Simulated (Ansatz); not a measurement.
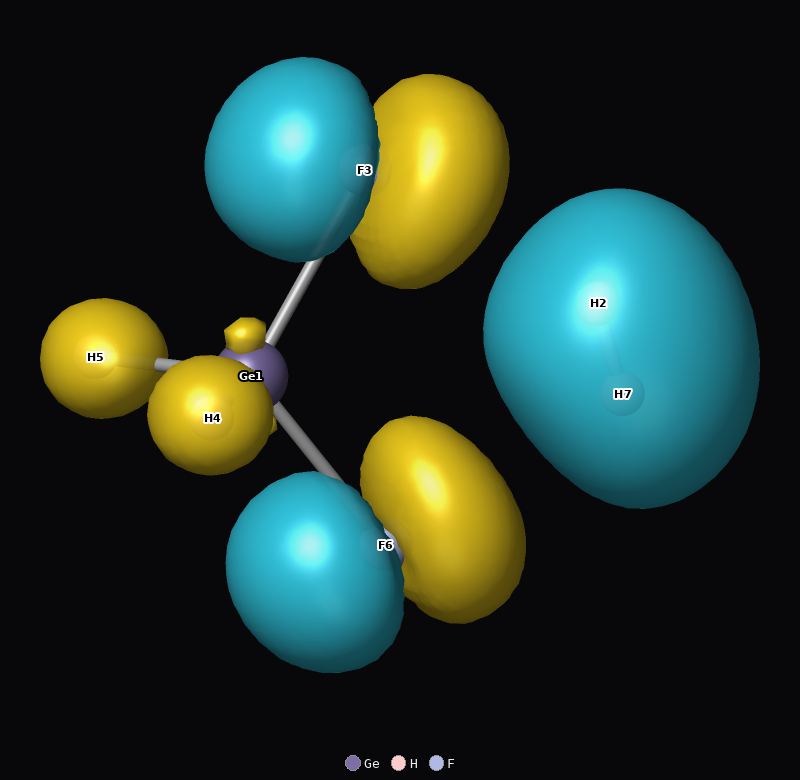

F$_{2}$GeH$_{2}$···H$_{2}$. The HOMO−1 at ±0.1 Å⁻³ᐟ² (yellow and cyan are the two phases), seen at a tilt.

Not at a stationary point (largest force 1.8 eV/Å).

These are results of RKS PBE/def2-SVP (Ansatz 0.2.0), not measurements.

```xyz
7

Ge   -0.4910    0.0000   -0.4823
H     0.1242   -0.0012    2.2118
F     1.0834    0.0004    0.2887
H    -0.5950    1.3372   -1.2417
H    -0.5949   -1.3372   -1.2417
F    -1.7387   -0.0001    0.6930
H    -0.5517    0.0010    2.4622
```

**Where does this orbital lie, and at what energy?**

Its weight (Hirshfeld) is mainly on F3 (about 30 %), F6 (about 25 %), H7 (about 20 %) and H2 (about 20 %). Its energy is −8.48 eV.
